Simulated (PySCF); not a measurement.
## Electronic structure of C$_{3}$H$_{13}$FSi$_{3}$ in real space

Input file:

```
{"job": {"kind": "nmr", "xc": "PBE0", "basis": "pcSseg-1"}, "charge": 0, "multiplicity": 1}
C     -2.813351     0.594838    -0.828137
Si    -2.172443    -0.191479     0.780252
Si     0.118834    -0.576082     0.688011
C      0.522319    -1.803403    -0.742170
F      0.041542    -1.306214    -1.942163
C      1.111496     1.017507     0.347173
Si     3.011030     0.896031     0.353488
H     -3.893587     0.710101    -0.814345
H     -2.381214     1.579415    -0.986332
H     -2.556742    -0.015418    -1.689628
H     -2.944209    -1.421622     1.022268
H     -2.503393     0.715070     1.893133
H      0.692902    -1.251467     1.869313
H      1.593118    -1.962758    -0.884782
H      0.044314    -2.776182    -0.605049
H      0.799326     1.416606    -0.619683
H      0.815034     1.764044     1.085597
H      3.472546    -0.026085    -0.685410
H      3.572380     2.225318     0.092438
H      3.464951     0.422459     1.662990
```

Command:

```sh
OMP_NUM_THREADS=1 python probes_run.py task.json out
```

Geometry: GFN2-xTB.

Method: PBE0/pcSseg-1, SCF density, gas phase, non-relativistic (PySCF 2.14.0).

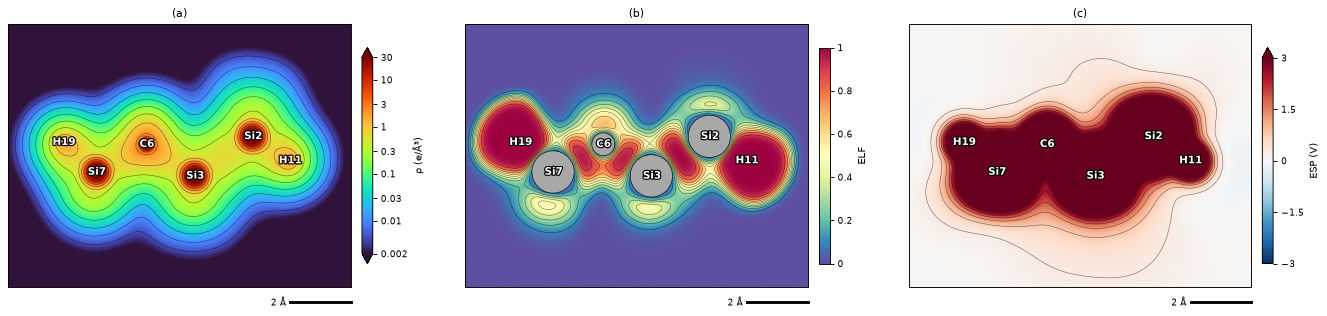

Figure 1. (a) total electron density; (b) ELF; (c) molecular electrostatic potential on the plane of atoms Si2, Si3 and C6. Grey discs cover the atomic cores in the ELF map.

**Interpret the plot.**

Atoms in the plane: Si, C and H.
C–Si (1.91 Å): ρ is about 0.88 e/Å³ halfway; the ELF peaks at about 0.95 between the atoms (a shared electron pair).
Si–Si (2.33 Å): ρ at the midpoint is about 0.66 e/Å³; the ELF peaks at about 1 between the atoms (a covalent bond).
Si–H (1.47 Å): the density is about 0.79 e/Å³ at the midpoint; the ELF climbs to about 1 towards the hydrogen, as it does in any bond to H.
The potential has no marked negative region in this plane.

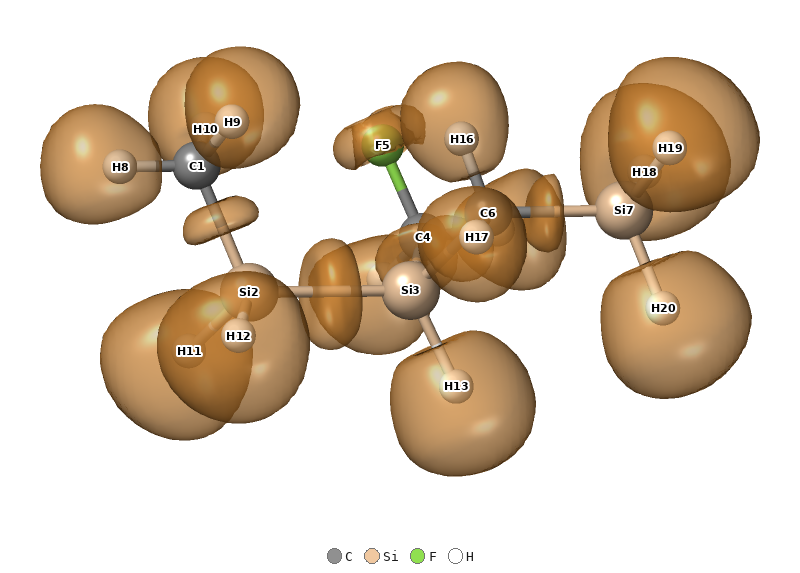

Figure 2. Isosurface of the electron localisation function at 0.85 (orange), seen from one side. Core shells and regions of very low density are left out.

**What do the ELF domains correspond to?**

The surface consists of four regions between bonded C–Si atoms (shared pairs), one region between bonded Si–Si atoms (shared pairs), 13 regions around hydrogen nuclei and one region wrapped around F (its lone pairs, merged into a ring or cap). Profiles from the grid: C–F (1.39 Å): the ELF peaks at about 0.85 between the atoms, as expected for a polar covalent bond. C–Si (1.90 Å): the ELF peaks at about 0.95 between the atoms, as expected for a shared electron pair.

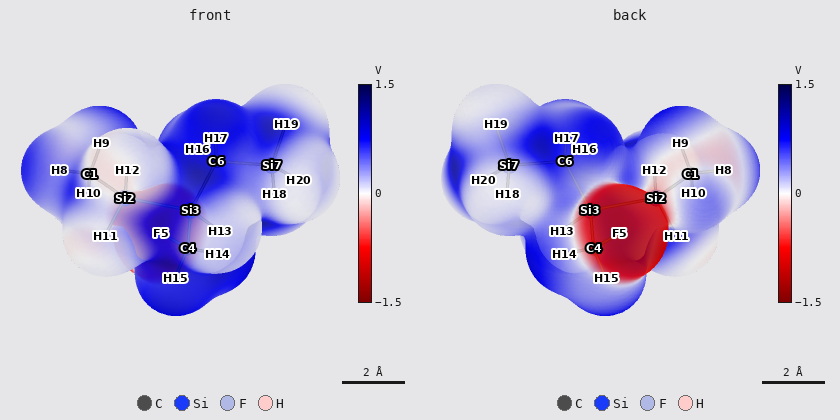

Figure 3. The molecular electrostatic potential painted on the density surface at 0.002 e/bohr³, seen from the front and from behind; red is negative and blue positive.

**Where is the surface potential most negative and most positive?**

The most negative region (about −1.1 V, or −25 kcal/mol for a unit charge) lies over F5, the most positive (about +1.1 V, or +25 kcal/mol for a unit charge) over Si3 and Si7.
